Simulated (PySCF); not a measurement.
H5ClGaN, singlet, PBE0/def2-SVP optimised geometry. Atoms within 1.6 Å of the plane z = 1.0 Å (x, y, z in Å): Ga1 (-1.13, -0.27, 0.00), H3 (-1.44, 1.27, 0.00), Cl4 (-1.26, -1.20, 2.00), N5 (1.00, -0.27, 0.00), H6 (1.33, 0.26, 0.81), H8 (1.33, -1.23, 0.12).

Computed with PBE0/def2-TZVP in PySCF 2.14.0.

Map of the Laplacian of the electron density (e/bohr⁵) on the plane z = 1.0 Å:

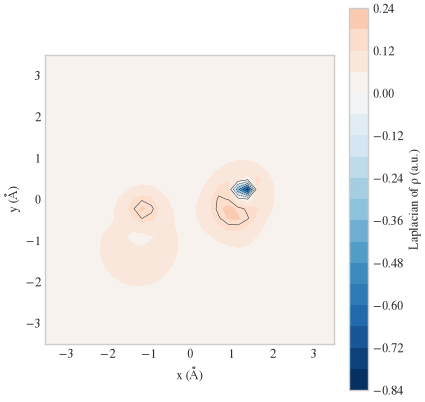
Fig. 1. Laplacian of the electron density (e/bohr⁵) on the plane z = 1.0 Å.
